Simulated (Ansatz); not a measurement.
The run's input:

```
crystal:
  periodic: [false, false, false]
  atoms:
    - {symbol: O, position_ang: [-0.572571, 2.177161, 0.968256]}
    - {symbol: C, position_ang: [-0.340721, 1.115240, 1.491128]}
    - {symbol: Si, position_ang: [0.713221, -0.179984, 0.541658]}
    - {symbol: F, position_ang: [0.835324, -1.503313, 1.445817]}
    - {symbol: Si, position_ang: [-0.309793, -0.665206, -1.510661]}
    - {symbol: H, position_ang: [-0.742082, 0.894196, 2.508447]}
    - {symbol: H, position_ang: [2.072676, 0.398008, 0.381191]}
    - {symbol: H, position_ang: [-0.363604, 0.580910, -2.316687]}
    - {symbol: H, position_ang: [0.477565, -1.697862, -2.233762]}
    - {symbol: H, position_ang: [-1.686913, -1.170350, -1.272487]}
basis:
  gaussian: {orbitals: def2-TZVPP}
hamiltonian: {xc: pbe0, dispersion: d4}
output: {orbitals: {seedname: orbitals}}
```

Launched with:
```bash
ansatz run in.yaml --threads 4 --pin off --events-out ev --progress --plain --max-ram 10444MiB
```

Kohn-Sham orbital energies near the frontier, PBE0/def2-TZVPP in the Ansatz code, at a PBE0-D4/def2-TZVP geometry (no frequency check), isolated molecule; empty levels in grey, levels within 0.03 eV side by side.

> Where do the frontier orbitals lie?

HOMO at −7.25 eV, LUMO at −1.94 eV, 5.31 eV apart.

> List the levels.

| orbital | energy (eV) |
| --- | --- |
| LUMO+2 | −0.06 |
| LUMO+1 | −0.70 |
| LUMO | −1.94 |
| HOMO | −7.25 |
| HOMO−1 | −8.78 |
| HOMO−2 | −10.21 |
| HOMO−3 | −10.22 |
| HOMO−4 | −11.13 |
| HOMO−5 | −11.74 |
| HOMO−6 | −12.55 |
| HOMO−7 | −12.97 |
| HOMO−8 | −13.07 |
| HOMO−9 | −13.79 |

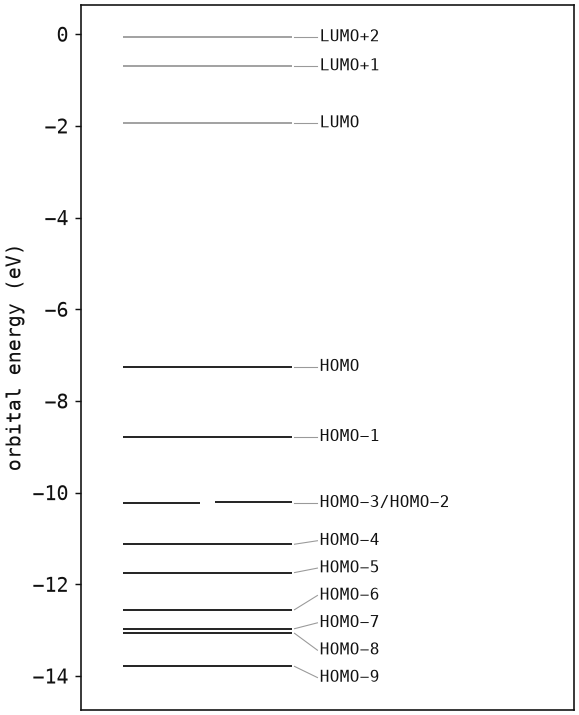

Known limits of this run: one conformer of a flexible molecule.
